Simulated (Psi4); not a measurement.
**P2H2 (phosphanylidenephosphane) at r2SCAN/aug-cc-pVDZ (sweep point 4)**

What is the vertical ionisation energy of P2H2 (phosphanylidenephosphane) at r2SCAN/aug-cc-pVDZ (sweep point 4)? 

The calculation is run with Psi4 1.11.

**1. Starting point**

The species is P2H2 (4 atoms), meant as a singlet with charge 0. SMILES: `[H]/P=P/[H]`. Geometry: relaxed at GFN2-xTB.

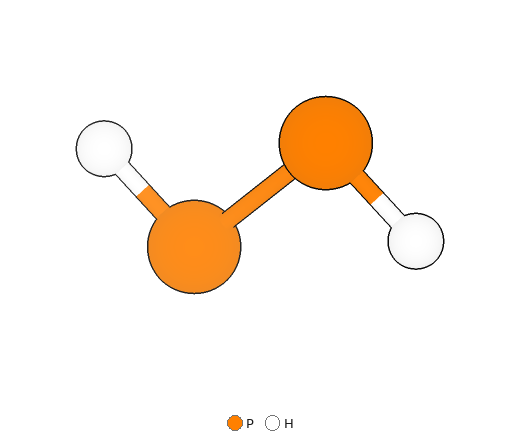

Viewed from a chosen angle; phosphorus orange, hydrogen white.

**2. A single-point energy at r2SCAN/aug-cc-pVDZ (sweep point 4)**

Contents of run.py:

```python
import psi4

psi4.set_memory(1600000000)
psi4.set_num_threads(1)
psi4.core.set_output_file('run.log', False)

m = psi4.geometry("""
P     -0.024370    -1.003630     0.088350
P      0.024420     1.003540    -0.088260
H      1.037260    -1.067570     1.003320
H     -1.037310     1.067660    -1.003410
symmetry c1
""")

psi4.set_options({
    'basis': 'aug-cc-pVDZ',
    'reference': 'rks',
    'puream': True,
    'scf_type': 'pk',
    'dft_radial_points': 99,
    'dft_spherical_points': 590,
})

E = psi4.energy('r2scan')
print(f'total energy {E:.8f} hartree = {E * 27.211386:.5f} eV')
```

On the command line:

```sh
$ python run.py
```

run.log:

```text
[...]
  Running in c1 symmetry.
[...]
  Nuclear repulsion =   76.759456495580409
[...]
  Multiplicity = 1
[...]
  Nalpha       = 16
  Nbeta        = 16
[...]
    Number of basis functions: 72
[...]
   @RKS iter   1:  -683.76112971153350   -1.81093e-01   4.17103e-03 DIIS/ADIIS
[...]
   @RKS iter   8:  -683.82795841486404   -3.95960e-09   1.67120e-07 DIIS
[...]
    Orbital Energies [Eh]
    ---------------------
    Doubly Occupied:
       1A    -76.797264     2A    -76.797251     3A     -6.495936
       4A     -6.495756     5A     -4.641636     6A     -4.641545
       7A     -4.639852     8A     -4.639330     9A     -4.636888
      10A     -4.636367    11A     -0.665320    12A     -0.520601
      13A     -0.341086    14A     -0.339180    15A     -0.265800
      16A     -0.241408
[...]
  @RKS Final Energy:  -683.82795841486404
   => Energetics <=
    Nuclear Repulsion Energy =             76.7594564955804088
    One-Electron Energy =               -1097.6377382619093623
    Two-Electron Energy =                 384.1792552342772069
    DFT Exchange-Correlation Energy =     -47.1289318828122532
    Empirical Dispersion Energy =           0.0000000000000000
    VV10 Nonlocal Energy =                  0.0000000000000000
    Total Energy =                       -683.8279584148640424
[...]
 Multipole Moments:
 ------------------------------------------------------------------------------------
     Multipole            Electronic (a.u.)      Nuclear  (a.u.)        Total (a.u.)
 ------------------------------------------------------------------------------------
 L = 1.  Multiply by 2.5417464519 to convert [e a0] to [Debye]
 Dipole X            :          0.0001498           -0.0000937            0.0000561
 Dipole Y            :         -0.0001939            0.0001686           -0.0000253
 Dipole Z            :          0.0002191           -0.0001686            0.0000505
 Magnitude           :                                                    0.0000796
[...]
```

The script printed:

```text
total energy -683.82795841 hartree = -18607.90653 eV
```

Wall time 11 s (1 thread of Intel Xeon 6975P-C (Granite Rapids), shared host); peak memory 0.93 GiB.

**3. The doublet cation at the same level**

Contents of job.py:

```python
import psi4

psi4.set_memory(1600000000)
psi4.set_num_threads(1)
psi4.core.set_output_file('psi4.out', False)

molecule = psi4.geometry("""
1 2
P     -0.024370    -1.003630     0.088350
P      0.024420     1.003540    -0.088260
H      1.037260    -1.067570     1.003320
H     -1.037310     1.067660    -1.003410
symmetry c1
""")

psi4.set_options({
    'basis': 'aug-cc-pVDZ',
    'reference': 'uks',
    'puream': True,
    'scf_type': 'pk',
    'dft_radial_points': 99,
    'dft_spherical_points': 590,
    'maxiter': 150,
})

result = psi4.energy('r2scan', molecule=molecule)
print(f'total energy {result:.8f} hartree = {result * 27.211386:.5f} eV')
for k, v in sorted(psi4.core.scalar_variables().items()):
    print(f'{k:45s} {v:18.10f}')
```

On the command line:

```sh
$ python job.py
```

psi4.out:

```text
[...]
  Running in c1 symmetry.
[...]
  Nuclear repulsion =   76.759456495580409
[...]
  Multiplicity = 2
[...]
  Nalpha       = 16
  Nbeta        = 15
[...]
    Number of basis functions: 72
[...]
   @UKS iter   1:  -683.44642163954529    1.33615e-01   2.76719e-03 ADIIS/DIIS
[...]
   @UKS iter   8:  -683.47412749358000   -1.53411e-07   9.41762e-07 DIIS
[...]
   @S^2 Observed:                7.604107261E-01
[...]
    Orbital Energies [Eh]
    ---------------------
    Alpha Occupied:
       1A    -77.085299     2A    -77.085284     3A     -6.780400
       4A     -6.780222     5A     -4.928122     6A     -4.927232
       7A     -4.924784     8A     -4.924693     9A     -4.922096
      10A     -4.921950    11A     -0.930680    12A     -0.785996
      13A     -0.611852    14A     -0.593173    15A     -0.526507
      16A     -0.511858
    Alpha Virtual:
      17A     -0.386230    18A     -0.241324    19A     -0.223441
      20A     -0.179060    21A     -0.130273    22A     -0.106067
      23A     -0.086331    24A     -0.083745    25A     -0.079030
[...]
  @UKS Final Energy:  -683.47412749358000
   => Energetics <=
    Nuclear Repulsion Energy =             76.7594564955804088
    One-Electron Energy =               -1088.8755311593899933
    Two-Electron Energy =                 375.4732993648326556
    DFT Exchange-Correlation Energy =     -46.8313521946030562
    Empirical Dispersion Energy =           0.0000000000000000
    VV10 Nonlocal Energy =                  0.0000000000000000
    Total Energy =                       -683.4741274935799993
[...]
 Multipole Moments:
 ------------------------------------------------------------------------------------
     Multipole            Electronic (a.u.)      Nuclear  (a.u.)        Total (a.u.)
 ------------------------------------------------------------------------------------
 L = 1.  Multiply by 2.5417464519 to convert [e a0] to [Debye]
 Dipole X            :          0.0001092           -0.0000937            0.0000155
 Dipole Y            :         -0.0001097            0.0001686            0.0000590
 Dipole Z            :          0.0001193           -0.0001686           -0.0000493
 Magnitude           :                                                    0.0000784
[...]
```

The script printed:

```text
total energy -683.47412749 hartree = -18598.27830 eV
CURRENT ENERGY                                   -683.4741274936
CURRENT REFERENCE ENERGY                         -683.4741274936
DD SOLVATION ENERGY                                 0.0000000000
DFT FUNCTIONAL TOTAL ENERGY                      -683.4741274936
DFT TOTAL ENERGY                                 -683.4741274936
DFT VV10 ENERGY                                     0.0000000000
DFT XC ENERGY                                     -46.8313521946
GRID ELECTRONS ALPHA                               15.9999999743
GRID ELECTRONS BETA                                14.9999999267
GRID ELECTRONS TOTAL                               30.9999999010
NUCLEAR REPULSION ENERGY                           76.7594564956
ONE-ELECTRON ENERGY                             -1088.8755311594
PCM POLARIZATION ENERGY                             0.0000000000
PE ENERGY                                           0.0000000000
SCF ITERATION ENERGY                             -683.4741274936
SCF ITERATIONS                                      8.0000000000
SCF TOTAL ENERGY                                 -683.4741274936
TWO-ELECTRON ENERGY                               375.4732993648
XC GRID RADIAL POINTS                              99.0000000000
XC GRID SPHERICAL POINTS                          590.0000000000
XC GRID TOTAL POINTS                           227257.0000000000
```

Run time: 14 s. Hardware: 1 thread of Intel Xeon 6975P-C (Granite Rapids), shared host; peak memory 0.93 GiB.

**4. Outcome**

At r2SCAN/aug-cc-pVDZ (sweep point 4):

| quantity | value |
| --- | --- |
| singlet P2H2: total energy | -683.82796 Eh |
| singlet P2H2: dipole moment | 0.00 D |
| singlet P2H2: HOMO energy | -6.57 eV |
| singlet P2H2: LUMO energy | -3.69 eV |
| singlet P2H2: HOMO–LUMO gap | 2.88 eV |
| doublet cation: total energy | -683.47413 Eh |
| doublet cation: HOMO energy (highest over α and β) | -13.79 eV |
| doublet cation: LUMO energy (lowest over α and β) | -12.62 eV |
| doublet cation: ⟨S²⟩ | 0.760 |
| vertical ionisation energy (to the doublet cation) | 9.628 eV |

The vertical ionisation energy comes to 9.63 eV (929 kJ/mol). −ε(HOMO) before ionisation, 6.57 eV, is 3.06 eV below this ionisation energy.
